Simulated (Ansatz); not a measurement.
Geometry relaxation, with input and output: Si$_{2}$NH$_{7}$OF$_{4}$ (part 1 of 2)

Si$_{2}$NH$_{7}$OF$_{4}$, computed with RKS PBE0-D4/def2-SVP (Ansatz 0.2.0).

The input holds or restrains some coordinates. Forces given for the steps count only the free coordinates. Figures and captions count atoms from 1; the log counts them from 0 in places.

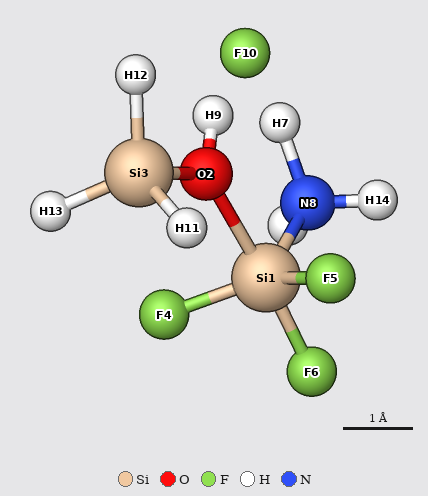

**Figure 1.** The input geometry (ball-and-stick view, seen at a tilt; atoms are numbered from 1 in the order of the input).

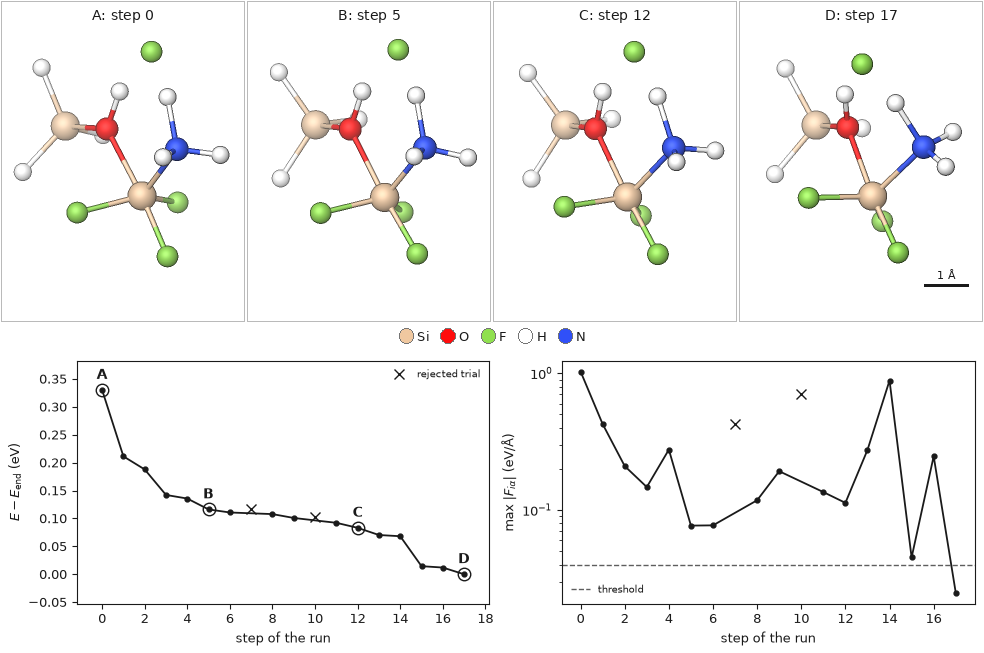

**Figure 2.** Frames of the restrained relaxation (ball-and-stick view, seen at a tilt) above the curves, on which the letters mark them (the first geometry is step 0 here and step 1 in the log).

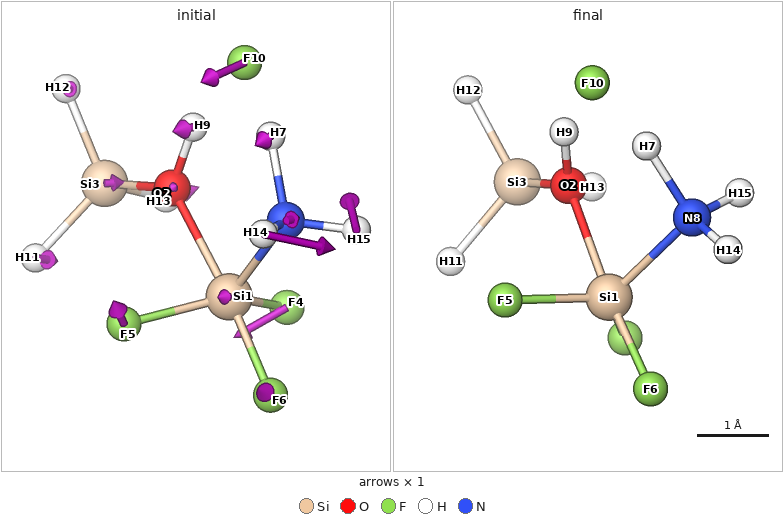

**Figure 3.** Before (left) and after (right) the restrained relaxation, at one scale (ball-and-stick view, seen at a tilt). The pink arrows give the displacements, at true length. Over 17 geometry steps the energy falls by 0.330 eV. The largest force component goes from 1 to 0.025 eV/Å. The line search rejected the trial steps at points 7, 10 (counted from 0) and went back. H14 moves most after the best rigid fit: 1.15 Å. Largest moves by element: H 1.15 Å, F 0.94 Å, N 0.33 Å, Si 0.31 Å, O 0.11 Å. Among the contacts that change: O2–Si3 1.671 → 1.711 Å, Si3–H11 1.456 → 1.484 Å, Si3–H12 1.459 → 1.487 Å, Si1–F4 1.603 → 1.627 Å. Among the angles that change: F4–Si1–F5 133.0° → 118.9°, H7–N8–H14 106.8° → 116.4°, F4–Si1–N8 113.0° → 121.1°. (Atoms are counted from 1 in the order of the input.)

The input that produced these results follows, with the program's output.

Input file:
```yaml
crystal:
  periodic: [false, false, false]
  atoms:
    - {symbol: Si, position_ang: [-0.828800, 0.542600, 0.752800]}
    - {symbol: O, position_ang: [0.270800, -0.038500, -0.735600]}
    - {symbol: Si, position_ang: [0.080300, 0.282100, -2.364300]}
    - {symbol: F, position_ang: [-1.989900, -0.323400, 0.066300]}
    - {symbol: F, position_ang: [-0.228300, 1.997500, 0.452300]}
    - {symbol: F, position_ang: [-1.847600, 1.127100, 1.876700]}
    - {symbol: H, position_ang: [1.078300, -1.068200, 1.282200]}
    - {symbol: N, position_ang: [0.196000, -0.420900, 1.874200]}
    - {symbol: H, position_ang: [0.986200, -0.688500, -0.457500]}
    - {symbol: F, position_ang: [1.816700, -1.554100, 0.488900]}
    - {symbol: H, position_ang: [-0.177800, 1.712600, -2.451000]}
    - {symbol: H, position_ang: [1.374500, -0.128600, -2.899500]}
    - {symbol: H, position_ang: [-1.037600, -0.531100, -2.831500]}
    - {symbol: H, position_ang: [0.669400, 0.175300, 2.544700]}
    - {symbol: H, position_ang: [-0.362300, -1.084100, 2.401200]}
basis:
  gaussian: {orbitals: def2-SVP}
hamiltonian: {xc: pbe0, dispersion: d4}
relax: {f_tol: 0.04, max_steps: 150, escape_saddle: false, constraints: [{distance: [0, 7]}, {distance: [6, 9]}, {distance: [1, 8]}, {distance: [0, 1]}, {distance: [6, 7]}, {distance: [8, 9]}]}
```

Command:
```bash
ansatz run in.yaml --threads 4 --pin off --events-out ev --progress --plain --max-ram 66560MiB --backend cuda --devices 0, --max-vram 37GiB
```

The program's output:
```
Functional definition: PBE0
  name "PBE0"
  cite "Adamo & Barone, J. Chem. Phys. 110, 6158 (1999) doi:10.1063/1.478522"
  cite "Perdew, Burke & Ernzerhof, Phys. Rev. Lett. 77, 3865 (1996) doi:10.1103/PhysRevLett.77.3865"
  parent pbe
  parameter a = 0.25
  parameter kappa = 0.804
  parameter beta = 0.06672455060314922
  exchange = (1 - a)*pbe_x(kappa = kappa, mu = beta*pi^2/3) + a*exact_x
  correlation = pbe_c(beta = beta)
1571 factors; integrals over basis functions are off by at most 6.1e-4 eV
mean field evaluation 1: about -30234.8109 eV, gradient 7.4e1 eV
mean field evaluation 2: about -30230.5644 eV, gradient 9.0e1 eV
mean field evaluation 4: about -30243.5492 eV, gradient 2.5e0 eV
mean field evaluation 8: about -30243.5785 eV, gradient 1.3e-1 eV
mean field evaluation 16: about -30243.5786 eV, gradient 9.5e-6 eV
mean field -30243.57856433 eV, -1111.4310124052 hartree, gradient 9.4e-6 eV, S^2 0.000000; 0 other end points of the search recorded, 0 dependent functions left out
the calculation of the forces begins
reference -30243.57859248 eV, -1111.4310134397 hartree; 43, 43 occupied and 112, 112 virtual orbitals, 1571 factors
relax step   1: F+E_penalty+E_count = -30243.89022488 eV  Δ(F+E_penalty+E_count) = +0.000e0 eV  max|allowed force component| = 1.030e0 eV/Å  Δτ_max = 0.0000 Å  (27 SCF iters, accepted)
  distance Si 0 - N 7 held at 1.798912 Å   reaction = +1.6350e-1 eV/Å
  distance H 6 - F 9 held at 1.187711 Å   reaction = +9.5967e-1 eV/Å
  distance O 1 - H 8 held at 1.005802 Å   reaction = -6.6214e-2 eV/Å
  distance Si 0 - O 1 held at 1.939622 Å   reaction = +4.4588e-1 eV/Å
  distance H 6 - N 7 held at 1.244152 Å   reaction = +3.1887e-1 eV/Å
  distance H 8 - F 9 held at 1.527962 Å   reaction = +8.8129e-1 eV/Å
these checks for a lower state are left out or cut short: starts, cluster_reference, orbital_swaps, neighbouring_geometries, increment
1571 factors; integrals over basis functions are off by at most 6.5e-4 eV
mean field -30243.69875674 eV, -1111.4354293948 hartree, gradient 1.6e-5 eV, S^2 0.000000; 0 other end points of the search recorded, 0 dependent functions left out
[... from here on the field's lines of each further geometry are left out, up to the last ...]
relax step   2: F+E_penalty+E_count = -30244.00913571 eV  Δ(F+E_penalty+E_count) = -1.189e-1 eV  max|allowed force component| = 4.253e-1 eV/Å  Δτ_max = 0.0797 Å  (29 SCF iters, accepted)
relax step   3: F+E_penalty+E_count = -30244.03260764 eV  Δ(F+E_penalty+E_count) = -2.347e-2 eV  max|allowed force component| = 2.097e-1 eV/Å  Δτ_max = 0.0365 Å  (29 SCF iters, accepted)
relax step   4: F+E_penalty+E_count = -30244.07827283 eV  Δ(F+E_penalty+E_count) = -4.567e-2 eV  max|allowed force component| = 1.474e-1 eV/Å  Δτ_max = 0.2000 Å  (29 SCF iters, accepted)
relax step   5: F+E_penalty+E_count = -30244.08474484 eV  Δ(F+E_penalty+E_count) = -6.472e-3 eV  max|allowed force component| = 2.767e-1 eV/Å  Δτ_max = 0.1488 Å  (27 SCF iters, accepted)
relax step   6: F+E_penalty+E_count = -30244.10422998 eV  Δ(F+E_penalty+E_count) = -1.949e-2 eV  max|allowed force component| = 7.703e-2 eV/Å  Δτ_max = 0.2000 Å  (27 SCF iters, accepted)
relax step   7: F+E_penalty+E_count = -30244.10971238 eV  Δ(F+E_penalty+E_count) = -5.482e-3 eV  max|allowed force component| = 7.735e-2 eV/Å  Δτ_max = 0.0887 Å  (27 SCF iters, accepted)
relax step   8: F+E_penalty+E_count = -30244.10273021 eV  Δ(F+E_penalty+E_count) = +6.982e-3 eV  max|allowed force component| = 4.278e-1 eV/Å  Δτ_max = 0.1695 Å  (27 SCF iters, rejected (line search))
relax step   9: F+E_penalty+E_count = -30244.11260817 eV  Δ(F+E_penalty+E_count) = -2.896e-3 eV  max|allowed force component| = 1.180e-1 eV/Å  Δτ_max = 0.0847 Å  (28 SCF iters, accepted)
relax step  10: F+E_penalty+E_count = -30244.11952468 eV  Δ(F+E_penalty+E_count) = -6.917e-3 eV  max|allowed force component| = 1.924e-1 eV/Å  Δτ_max = 0.0972 Å  (28 SCF iters, accepted)
relax step  11: F+E_penalty+E_count = -30244.11748595 eV  Δ(F+E_penalty+E_count) = +2.039e-3 eV  max|allowed force component| = 7.088e-1 eV/Å  Δτ_max = 0.1463 Å  (27 SCF iters, rejected (line search))
relax step  12: F+E_penalty+E_count = -30244.12820959 eV  Δ(F+E_penalty+E_count) = -8.685e-3 eV  max|allowed force component| = 1.355e-1 eV/Å  Δτ_max = 0.0731 Å  (28 SCF iters, accepted)
relax step  13: F+E_penalty+E_count = -30244.13720217 eV  Δ(F+E_penalty+E_count) = -8.993e-3 eV  max|allowed force component| = 1.130e-1 eV/Å  Δτ_max = 0.0727 Å  (28 SCF iters, accepted)
relax step  14: F+E_penalty+E_count = -30244.15007426 eV  Δ(F+E_penalty+E_count) = -1.287e-2 eV  max|allowed force component| = 2.751e-1 eV/Å  Δτ_max = 0.1104 Å  (28 SCF iters, accepted)
relax step  15: F+E_penalty+E_count = -30244.15224483 eV  Δ(F+E_penalty+E_count) = -2.171e-3 eV  max|allowed force component| = 8.852e-1 eV/Å  Δτ_max = 0.1654 Å  (27 SCF iters, accepted)
relax step  16: F+E_penalty+E_count = -30244.20590630 eV  Δ(F+E_penalty+E_count) = -5.366e-2 eV  max|allowed force component| = 4.504e-2 eV/Å  Δτ_max = 0.2000 Å  (27 SCF iters, accepted)
relax step  17: F+E_penalty+E_count = -30244.20836743 eV  Δ(F+E_penalty+E_count) = -2.461e-3 eV  max|allowed force component| = 2.475e-1 eV/Å  Δτ_max = 0.2014 Å  (27 SCF iters, accepted)
the calculation of the forces begins
reference -30243.90527492 eV, -1111.4430187981 hartree; 43, 43 occupied and 112, 112 virtual orbitals, 1571 factors
relax step  18: F+E_penalty+E_count = -30244.22035192 eV  Δ(F+E_penalty+E_count) = -1.198e-2 eV  max|allowed force component| = 2.491e-2 eV/Å  Δτ_max = 0.0661 Å  (28 SCF iters, accepted)
  distance Si 0 - N 7 held at 1.798912 Å   reaction = -1.7135e-1 eV/Å
  distance H 6 - F 9 held at 1.187711 Å   reaction = +7.7905e-1 eV/Å
  distance O 1 - H 8 held at 1.005802 Å   reaction = -5.7128e-1 eV/Å
  distance Si 0 - O 1 held at 1.939622 Å   reaction = +5.7041e-2 eV/Å
  distance H 6 - N 7 held at 1.244152 Å   reaction = -3.4662e-1 eV/Å
  distance H 8 - F 9 held at 1.527962 Å   reaction = +4.9406e-1 eV/Å
1571 factors; integrals over basis functions are off by at most 6.8e-4 eV
mean field -30243.90524624 eV, -1111.4430177441 hartree, gradient 1.7e-5 eV, S^2 0.000000; 1 other end points of the search recorded, 0 dependent functions left out
the calculation of the forces begins
reference -30243.90527492 eV, -1111.4430187981 hartree; 43, 43 occupied and 112, 112 virtual orbitals, 1571 factors
Total energy: -30244.22038060 eV, -1111.4545987182 hartree
Atom 0 at    -0.650697     0.728095     0.828994 Å, force    -0.056454     0.098739    -0.141544 eV/Å
Atom 1 at     0.301981    -0.091809    -0.648266 Å, force    -0.547488     0.149210    -0.120365 eV/Å
Atom 2 at    -0.103214     0.018024    -2.307331 Å, force     0.007295     0.016350    -0.010790 eV/Å
Atom 3 at    -1.935638     0.542067    -0.151844 Å, force     0.001885     0.018226     0.004082 eV/Å
Atom 4 at     0.310553     2.003052     0.619339 Å, force    -0.015423    -0.003176     0.012528 eV/Å
Atom 5 at    -1.486883     1.314419     2.102309 Å, force     0.005236     0.007197     0.013726 eV/Å
Atom 6 at     1.217616    -0.746737     1.422466 Å, force     0.978979    -0.014005    -0.536050 eV/Å
Atom 7 at     0.021300    -0.661229     1.753269 Å, force    -0.265983    -0.094439     0.188278 eV/Å
Atom 8 at     1.221013    -0.355919    -0.336397 Å, force     0.858934    -0.272463     0.524742 eV/Å
Atom 9 at     2.204261    -0.759366     0.761383 Å, force    -0.960472     0.129980     0.078027 eV/Å
Atom 10 at    -0.561223     1.399949    -2.593396 Å, force     0.003392     0.000432    -0.005838 eV/Å
Atom 11 at     1.154539    -0.298734    -3.034158 Å, force    -0.002767    -0.008494    -0.007620 eV/Å
Atom 12 at    -1.158330    -0.981323    -2.610456 Å, force    -0.000351    -0.010104    -0.000958 eV/Å
Atom 13 at    -0.167059    -0.558138     2.750746 Å, force     0.001511    -0.011301    -0.001221 eV/Å
Atom 14 at    -0.368321    -1.552553     1.443241 Å, force    -0.008294    -0.006152     0.003003 eV/Å
Dipole moment:    -0.261306    -0.643103    -0.193205 e Å
```

Trajectory as extended XYZ (Å, eV, eV/Å), 18 frames, from step=1 to step=18:
```
15
Properties=species:S:1:pos:R:3:forces:R:3 step=1 energy=-30243.89022
Si   -0.8288    0.5426    0.7528    0.0032  -0.0056   0.4529
O     0.2708   -0.0385   -0.7356   -0.3182   0.1438   1.3535
Si    0.0803    0.2821   -2.3643    0.0325  -0.0807  -0.2645
F    -1.9899   -0.3234    0.0663   -0.2898  -0.3942  -0.6771
F    -0.2283    1.9975    0.4523    0.3888   0.5002  -0.4748
F    -1.8476    1.1271    1.8767   -0.2433   0.0738   0.6047
H     1.0783   -1.0682    1.2822    0.5419  -0.3444  -0.6959
N     0.1960   -0.4209    1.8742    0.3311  -0.2366  -0.3760
H     0.9862   -0.6885   -0.4575    0.7253  -0.7296   0.6720
F     1.8167   -1.5541    0.4889   -0.7887   0.6473   0.0738
H    -0.1778    1.7126   -2.4510   -0.1377   0.5457  -0.2228
H     1.3745   -0.1286   -2.8995    0.3855  -0.0707  -0.5081
H    -1.0376   -0.5311   -2.8315   -0.3777  -0.2168  -0.4135
H     0.6694    0.1753    2.5447    0.0104   0.2428   0.2545
H    -0.3623   -1.0841    2.4012   -0.2633  -0.0750   0.2212
15
Properties=species:S:1:pos:R:3:forces:R:3 step=2 energy=-30244.00914
Si   -0.8370    0.5530    0.7788   -0.0392   0.0342   0.2434
O     0.2722   -0.0362   -0.6992   -0.2486   0.2262   0.3511
Si    0.0868    0.2697   -2.3524   -0.0108   0.0181  -0.4253
F    -1.9836   -0.3160    0.0527   -0.2200  -0.0808  -0.3381
F    -0.2163    2.0042    0.4606    0.0858   0.2681  -0.2431
F    -1.8527    1.1242    1.9212   -0.0255  -0.0372   0.2431
H     1.0805   -1.0733    1.2812    0.6127  -0.4142  -0.6072
N     0.1991   -0.4268    1.8754    0.1287  -0.1229   0.0248
H     0.9839   -0.6869   -0.4134    0.7751  -0.7532   0.5440
F     1.8305   -1.5678    0.5043   -0.8935   0.7301   0.0950
H    -0.1936    1.7136   -2.5013   -0.0323   0.1200   0.0046
H     1.3739   -0.1160   -2.9782    0.0631  -0.0052  -0.0503
H    -1.0327   -0.5351   -2.8923   -0.0689  -0.0764  -0.0398
H     0.6625    0.1756    2.5558   -0.0383   0.0708   0.0986
H    -0.3737   -1.0824    2.4069   -0.0883   0.0225   0.0992
15
Properties=species:S:1:pos:R:3:forces:R:3 step=3 energy=-30244.03261
Si   -0.8344    0.5602    0.7845   -0.0705   0.0605   0.0656
O     0.2805   -0.0304   -0.6887   -0.2594   0.2730  -0.0539
Si    0.0858    0.2631   -2.3574   -0.0306   0.0341  -0.2097
F    -1.9856   -0.2913    0.0283   -0.0907   0.1307  -0.1310
F    -0.2092    2.0158    0.4621   -0.0961   0.0636  -0.1204
F    -1.8386    1.1110    1.9521    0.0384  -0.0531   0.0475
H     1.0810   -1.0808    1.2815    0.6276  -0.4238  -0.5877
N     0.1987   -0.4324    1.8723    0.0661  -0.0995   0.2262
H     0.9905   -0.6839   -0.4048    0.7636  -0.7420   0.5218
F     1.8347   -1.5731    0.5068   -0.9033   0.7336   0.1095
H    -0.2147    1.7117   -2.5074   -0.0089  -0.0464   0.0248
H     1.3777   -0.1043   -2.9988   -0.0257   0.0155   0.0411
H    -1.0273   -0.5632   -2.8992    0.0390   0.0026   0.0397
H     0.6502    0.1736    2.5617   -0.0416  -0.0014   0.0076
H    -0.3893   -1.0763    2.4069   -0.0079   0.0526   0.0191
15
Properties=species:S:1:pos:R:3:forces:R:3 step=4 energy=-30244.07827
Si   -0.8109    0.5767    0.7923   -0.3986   0.3378  -0.3550
O     0.3157   -0.0151   -0.6715   -0.2981   0.2814  -0.1518
Si    0.0811    0.2428   -2.3531   -0.0621   0.0334   0.0556
F    -2.0078   -0.1153   -0.0639    0.1288   0.1123   0.0652
F    -0.2515    2.0549    0.4441   -0.0385  -0.0969   0.0208
F    -1.7838    1.0649    2.0184    0.0687  -0.0667  -0.0235
H     1.0796   -1.1156    1.2792    0.6434  -0.4515  -0.5858
N     0.2018   -0.4549    1.8630    0.0655  -0.0849   0.2174
H     1.0226   -0.6745   -0.3938    0.7162  -0.7338   0.4847
F     1.8358   -1.6048    0.5049   -0.8880   0.7520   0.1484
H    -0.3139    1.6683   -2.5061    0.0003  -0.0693   0.0124
H     1.3903   -0.0450   -2.9995   -0.0205   0.0107   0.0395
H    -0.9768   -0.6667   -2.8714    0.0529   0.0097   0.0338
H     0.6404    0.1500    2.5625    0.0082  -0.0237   0.0085
H    -0.4227   -1.0659    2.3947    0.0218  -0.0104   0.0299
```
